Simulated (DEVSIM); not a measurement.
Structure: abrupt In0.53Ga0.47As n-p junction, at 300 K.

```csv
layer (left to right),material,thickness (μm),Nd (cm⁻³),Na (cm⁻³),τn (s),τp (s)
1,In0.53Ga0.47As,14.0,5.4e16,-,1e-8,1e-8
2,In0.53Ga0.47As,200,-,7.9e14,1e-7,1e-8
```

Left contact: ohmic. Right contact: ohmic. Voltage is applied to the left contact. Recombination: SRH at mid-gap. Mobility is constant in doping.

Constants are typed, rounded textbook-type inputs, not results; the design itself was drawn at random and stands for no fabricated device. Values at 300 K.

```tsv
parameter	In0.53Ga0.47As
gap (eV)	0.74
affinity (eV)	4.51
permittivity	13.9
Nc (cm⁻³)	2.1e17
Nv (cm⁻³)	7.7e18
μn (cm²/Vs)	12000
μp (cm²/Vs)	300
```

Model (solved in DEVSIM): 1D drift-diffusion, Boltzmann statistics, complete ionisation; no tunnelling, impact ionisation, image-force lowering or self-heating.

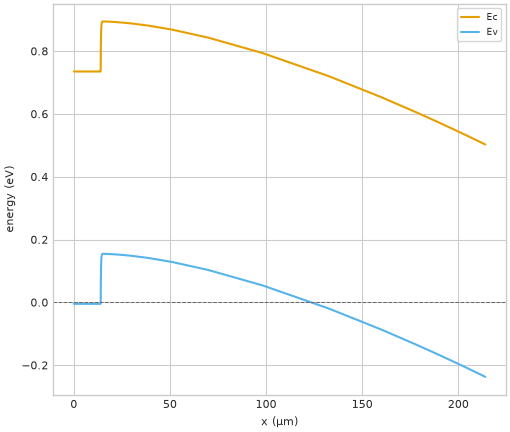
Figure: Band edges at -0.7 V on the left contact

Energies count from the Fermi level of the right contact; mesh points crowd at the junctions.

```
x (μm)   Ec (eV)  Ev (eV)  n (cm⁻³)  p (cm⁻³)  field (V/cm)
-------  -------  -------  --------  --------  ------------
0.000      0.735   -0.005    5.4e16     1.1e7           ≈ 0
0.05753    0.735   -0.005    5.4e16     5.2e8           ≈ 0
0.2525     0.735   -0.005    5.4e16     2.3e9           ≈ 0
0.9130     0.735   -0.005    5.4e16     8.3e9           ≈ 0
4.745      0.735   -0.005    5.4e16    6.6e10           ≈ 0
10.91      0.735   -0.005    5.4e16    6.2e11           ≈ 0
13.11      0.735   -0.005    5.4e16    1.4e12           ≈ 0
13.84      0.735   -0.005    5.4e16    1.8e12           ≈ 0
13.97      0.742    0.002    4.1e16    2.4e12          3400
14.01      0.776    0.036    1.1e16    9.0e12          9700
14.10      0.829    0.089    1.4e15    7.0e13          4100
14.60      0.892    0.152    1.2e14    8.3e14           160
16.11      0.894    0.154    1.1e14    9.0e14           ≈ 0
21.25      0.893    0.153    9.3e13    8.8e14           ≈ 0
51.19      0.868    0.128    5.2e13    8.4e14           -12
132.5      0.721   -0.019    2.3e13    8.1e14           -23
190.1      0.572   -0.168    1.6e13    8.1e14           -28
207.0      0.523   -0.216    8.8e12    8.0e14           -29
212.7      0.507   -0.233    2.3e12    7.9e14           -30
213.6      0.504   -0.236    6.8e11    7.9e14           -30
213.9      0.503   -0.237    1.7e11    7.9e14           -30
214.0      0.503   -0.237     7.6e8    7.9e14           -30
```
